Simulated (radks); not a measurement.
Co⁸⁺ (Z = 27, 19 electrons); electrons: [Ar] 3d1 (3d3/2: 1). Method: Dirac Kohn-Sham, PBEsol, spin-unpolarised, spherical densities, point nucleus; computed with the in-house radial solver radks.

```
Z 27
configuration [Ar] 3d1
relativity Dirac
functional pbe_sol,pbe_sol
spin unpolarised
j_filling energy
nucleus point
c 137.035999084
```

Wanted: the large and small radial components of the 3s1/2 spinor.

The spinor has κ = −1: the large component has l = 0 and 2 radial nodes (r = 0.0731 and 0.311 bohr), the small one has l = 1. The small component carries 0.045 % of the norm; ⟨r⟩ = 0.718 bohr and the eigenvalue is −268.8 eV.

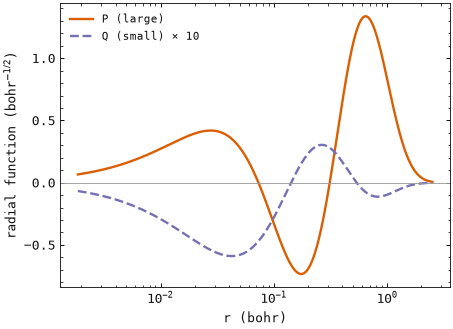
